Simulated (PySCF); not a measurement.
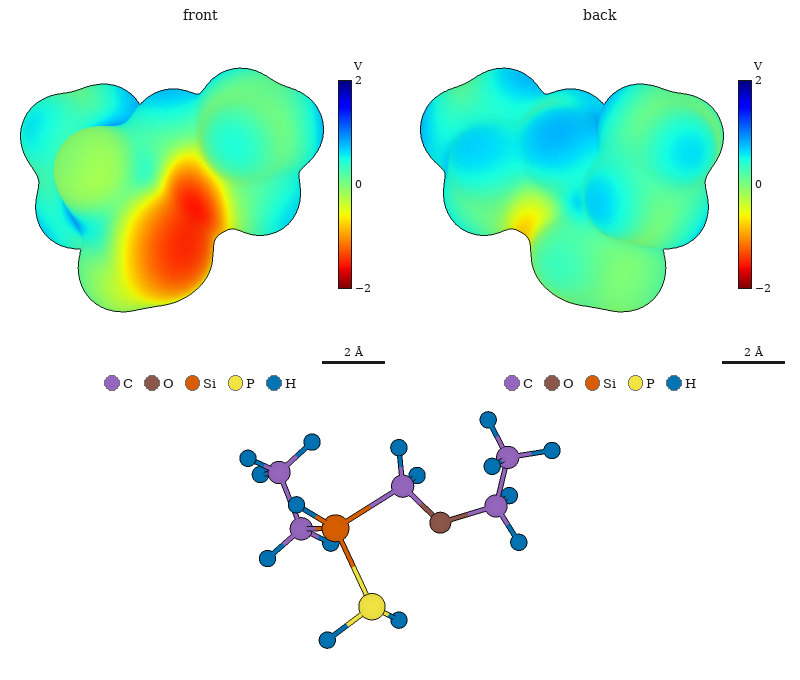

*C5H15OPSi. The electrostatic potential painted on the density surface at 0.002 e/bohr³, seen from the front and from behind; red is negative and blue positive. The bare structure is drawn below in the same view.*

Geometry: GFN2-xTB.

Level of theory: PBE0/pcSseg-1, SCF density, gas phase, non-relativistic in PySCF 2.14.0.

```tsv
atom	x (Å)	y (Å)	z (Å)
C	3.5708	-0.0003	-0.1073
C	2.4693	-0.8395	-0.7506
O	1.2684	-0.8662	-0.0155
C	0.5245	0.3365	0.0104
Si	-1.0917	-0.2006	0.8994
P	-0.6269	-2.3839	0.9971
C	-2.6474	0.3667	-0.0661
C	-2.8318	1.8809	-0.0708
H	4.4975	-0.1349	-0.6589
H	3.7219	-0.3147	0.9226
H	3.3132	1.0565	-0.1177
H	2.2717	-0.4745	-1.7713
H	2.7835	-1.8853	-0.8072
H	1.0593	1.1203	0.5562
H	0.3599	0.6997	-1.0131
H	-1.1361	0.3799	2.2531
H	-0.8346	-2.6164	-0.3515
H	-1.9176	-2.7957	1.3094
H	-3.5303	-0.0978	0.3748
H	-2.5953	0.0105	-1.0973
H	-3.7199	2.1592	-0.6355
H	-1.9723	2.3716	-0.5210
H	-2.9409	2.2551	0.9436
```

Q: Describe the electrostatic potential map.

A: The most negative region (about −1.5 V) lies over O3 and P6, the most positive (about +0.9 V) over C4 and Si5.
